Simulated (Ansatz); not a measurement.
# C2Si (Silicon dicarbide) at 6 levels

We compute a comparison of 6 runs (CAM-B3LYP/STO-3G, PBE/STO-3G, SVWN5/STO-3G, UPBE0/STO-3G, r2SCAN/STO-3G, BCCD(T)/STO-3G) of C2Si (Silicon dicarbide). 

The results are computed with Ansatz 0.2.0.

53 further runs of the same task are left out: 16 that didn't finish, 37 set aside as unsound or not needed.

### Step 1. The molecule

C2Si: 3 atoms, total charge 0, spin state singlet. SMILES: `C1#C[Si]1`. The Si3–C2 distance was set to 2.671 Å, away from the relaxed value. At this shape a bond of the SMILES string is far longer than usual.

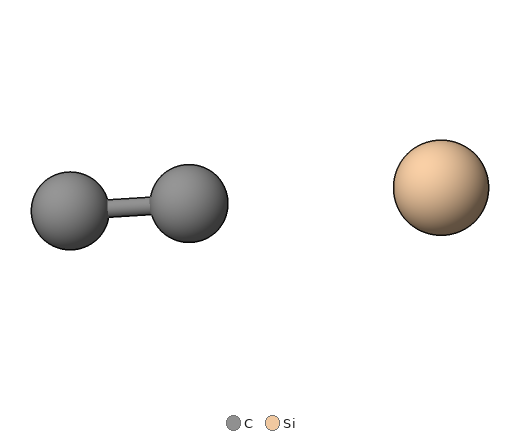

Viewed from a chosen angle; carbon grey, silicon light orange.

### Step 2. The energy at CAM-B3LYP/STO-3G (run 1)

Contents of job.yaml:

```yaml
crystal:
  periodic: [false, false, false]
  atoms:
    - {symbol: C, position_ang: [-1.802878, 1.195465, -0.847737]}
    - {symbol: C, position_ang: [-0.826218, 0.547175, -0.388567]}
    - {symbol: Si, position_ang: [1.247000, -0.826740, 0.586370]}
basis:
  gaussian:
    orbitals: STO-3G
hamiltonian:
  xc: {name: CAM-B3LYP}
accuracy: high
```

Launch:

```sh
ansatz run job.yaml --threads 1 --pin off --max-ram 2610MiB --events-out events.jsonl --progress --plain --runs-dir runs
```

The log of the run:

```text
Warning: RAYON_NUM_THREADS=1 ignored (pool sized by the plan → 1); use --threads N
Functional definition: CAM-B3LYP
  name "CAM-B3LYP"
  parameter alpha = 0.19
  parameter beta = 0.46
  parameter omega = 0.33/bohr
  parameter ac = 0.81
  exchange = (1 - alpha - beta)*b88_x + beta*b88_x_sr(omega) + alpha*exact_x + beta*exact_x_lr(omega)
  correlation = (1 - ac)*vwn5_c + ac*lyp_c
309 factors; integrals over basis functions are off by at most 1.3e-8 eV
144 factors; integrals over basis functions are off by at most 9.5e-10 eV
mean field evaluation 1: about -9806.3322 eV, gradient 3.1e1 eV
mean field evaluation 2: about -9653.4758 eV, gradient 5.8e1 eV
mean field evaluation 4: about -9805.7091 eV, gradient 4.4e1 eV
mean field evaluation 8: about -9819.5662 eV, gradient 2.8e-1 eV
mean field evaluation 16: about -9819.5083 eV, gradient 7.0e-8 eV
mean field -9819.50833702 eV, -360.8602754837 hartree, gradient 7.0e-8 eV, S^2 0.000000; 2 other end points of the search recorded, 0 dependent functions left out
reference -9819.50834965 eV, -360.8602759477 hartree; 13, 13 occupied and 6, 6 virtual orbitals, 309 factors
Total energy: -9819.50834965 eV, -360.8602759477 hartree
```

Wall time 1.1 s (1 thread of Arm Neoverse V2, shared host).

### Step 3. The energy at PBE/STO-3G (run 2)

Contents of run.yaml:

```yaml
crystal:
  periodic: [false, false, false]
  atoms:
    - {symbol: C, position_ang: [-1.802878, 1.195465, -0.847737]}
    - {symbol: C, position_ang: [-0.826218, 0.547175, -0.388567]}
    - {symbol: Si, position_ang: [1.247000, -0.826740, 0.586370]}
basis:
  gaussian:
    orbitals: STO-3G
hamiltonian:
  xc: {name: PBE}
accuracy: high
```

Launch:

```sh
ansatz run run.yaml --threads 1 --pin off --max-ram 2610MiB --events-out events.jsonl --progress --plain --runs-dir runs
```

The log of the run:

```text
Warning: RAYON_NUM_THREADS=1 ignored (pool sized by the plan → 1); use --threads N
Functional definition: PBE
  name "PBE"
  parameter kappa = 0.804
  parameter beta = 0.06672455060314922
  exchange = pbe_x(kappa = kappa, mu = beta*pi^2/3)
  correlation = pbe_c(beta = beta)
309 factors; integrals over basis functions are off by at most 1.3e-8 eV
mean field evaluation 1: about -9800.8164 eV, gradient 3.2e1 eV
mean field evaluation 2: about -9642.8259 eV, gradient 4.9e1 eV
mean field evaluation 4: about -9790.1558 eV, gradient 6.6e1 eV
mean field evaluation 8: about -9816.1599 eV, gradient 8.2e-1 eV
mean field evaluation 16: about -9816.1000 eV, gradient 1.0e-8 eV
mean field evaluation 32: about -9816.1000 eV, gradient 2.1e-2 eV
mean field evaluation 64: about -9811.7579 eV, gradient 1.6e-4 eV
mean field evaluation 96: about -9813.4866 eV, gradient 1.2e1 eV
mean field -9816.10003064 eV, -360.7350225346 hartree, gradient 1.0e-8 eV, S^2 0.000000; 8 other end points of the search recorded, 0 dependent functions left out
reference -9816.10003223 eV, -360.7350225929 hartree; 13, 13 occupied and 6, 6 virtual orbitals, 309 factors
Total energy: -9816.10003223 eV, -360.7350225929 hartree
```

Wall time 2.2 s (1 thread of Arm Neoverse V2, shared host).

Run 3 isn't shown in full; the table further down has it.

### Step 4. The energy at UPBE0/STO-3G (run 4)

Contents of molecule.yaml:

```yaml
crystal:
  periodic: [false, false, false]
  atoms:
    - symbol: C
      position_ang: [-1.802878, 1.195465, -0.847737]
    - symbol: C
      position_ang: [-0.826218, 0.547175, -0.388567]
    - symbol: Si
      position_ang: [1.247000, -0.826740, 0.586370]
basis:
  gaussian: {orbitals: STO-3G}
magnetization: {spin_polarized: true}
hamiltonian: {xc: {name: PBE0}}
accuracy: high
```

Launch:

```sh
ansatz run molecule.yaml --threads 1 --pin off --max-ram 2610MiB --events-out events.jsonl --progress --plain --runs-dir runs
```

The log of the run, cut to the lines that bear on the results:

```text
Warning: RAYON_NUM_THREADS=1 ignored (pool sized by the plan → 1); use --threads N
Functional definition: PBE0
  name "PBE0"
[...]
309 factors; integrals over basis functions are off by at most 1.3e-8 eV
[...]
mean field -9817.39215905 eV, -360.7825073776 hartree, gradient 2.3e-9 eV, S^2 1.047641; 6 other end points of the search recorded, 0 dependent functions left out
reference -9817.39216031 eV, -360.7825074238 hartree; 13, 13 occupied and 6, 6 virtual orbitals, 309 factors
Total energy: -9817.39216031 eV, -360.7825074238 hartree
```

It took 24 s on 1 thread of Arm Neoverse V2, shared host; peak memory 0.12 GiB.

Run 5 isn't shown in full; the table further down has it.

### Step 5. The energy at BCCD(T)/STO-3G (run 6)

Contents of input.yaml:

```yaml
crystal:
  periodic: [false, false, false]
  atoms:
    - {symbol: C, position_ang: [-1.802878, 1.195465, -0.847737]}
    - {symbol: C, position_ang: [-0.826218, 0.547175, -0.388567]}
    - {symbol: Si, position_ang: [1.247000, -0.826740, 0.586370]}
basis:
  gaussian:
    orbitals: STO-3G
scf:
  omitted_lower_state_checks: [cluster_reference, increment]
accuracy: high
correlation:
  method: bccd_t
  frozen_orbitals: {C: 1, Si: 5}
```

Launch:

```sh
ansatz run input.yaml --threads 1 --pin off --max-ram 2610MiB --events-out events.jsonl --progress --plain --runs-dir runs
```

The log of the run:

```text
Warning: RAYON_NUM_THREADS=1 ignored (pool sized by the plan → 1); use --threads N
[... 15 lines left out ...]
7 core orbitals not correlated: weight in the atoms' cores, before any rotation towards them, 1.000 or more for the frozen orbitals, at most 0.000 for the correlated occupied ones
[... 49 lines left out ...]
Total energy: -9800.94594175 eV, -360.1781200394 hartree
Checks for a lower state left out: cluster_reference, increment
```

Run time: 0.38 s. Hardware: 1 thread of Arm Neoverse V2, shared host.

### Step 6. The series

```tsv
run	level	frozen core orbitals	energy (Eh)	wall time
1	CAM-B3LYP/STO-3G	–	-360.860276	1.1 s
2	PBE/STO-3G	–	-360.735023	2.2 s
3	SVWN5/STO-3G	–	-359.087219	1.6 s
4	UPBE0/STO-3G	–	-360.782507	24 s
5	r2SCAN/STO-3G	–	-360.911110	6 s
6	BCCD(T)/STO-3G	7	-360.178120	0.38 s
```

### Step 7. Summary of results

```
                                          quantity          value
                               run 6: total energy  -360.17812 Eh
run 6: correlation energy (7 core orbitals frozen)     -261.3 mEh
                             run 6: (T) correction     -20.61 mEh
```

What this shows: Totals of different functionals can't be ranked against each other. In run 6 the log says that unrestricted orbitals would lower the reference, so the values rest on an unstable closed-shell determinant (other closed-shell runs at this shape may share the fault). In runs 1, 2, 3, 4, 5, 6 the basis is minimal, so the values are rough. Spin contamination of the reference: run 4 ⟨S²⟩ = 1.05. Where it is this large, the reference is a mixture of spin states, and values that rest on it are in doubt. All runs together took 35 s, the longest 24 s.
